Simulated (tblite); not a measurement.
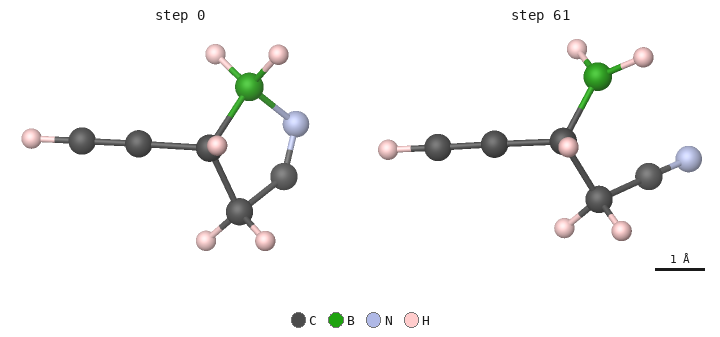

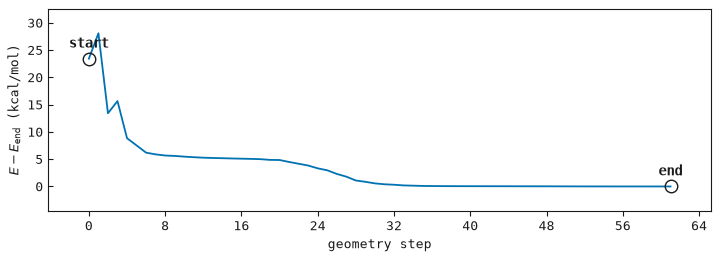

First and last geometry of a relaxation of C$_{5}$H$_{6}$BN, with the history of the run. The picture is a ball-and-stick view, seen face on.

Method: GFN2-xTB geometry optimisation, gas phase (tblite 0.8.0). 

> What do the curves and the structures tell?

It converged. The N atom moves most after the best rigid fit: 1.16 Å. By element the largest moves are N 1.16 Å, B 0.45 Å, H 0.27 Å, C 0.26 Å. Some distances before and after: B–N 1.496 → 3.092 Å, B–C 2.080 → 2.547 Å, B–C 1.681 → 1.594 Å, C–C 1.490 → 1.450 Å. Bonds break: B–N (1.50 → 3.09 Å). Among the angles between lasting bonds that change: N–C–C 137.5° → 179.3°, C–C–C 92.3° → 111.1°, H–B–H 111.4° → 120.8°. Over 61 geometry steps the energy falls by 23.4 kcal/mol.
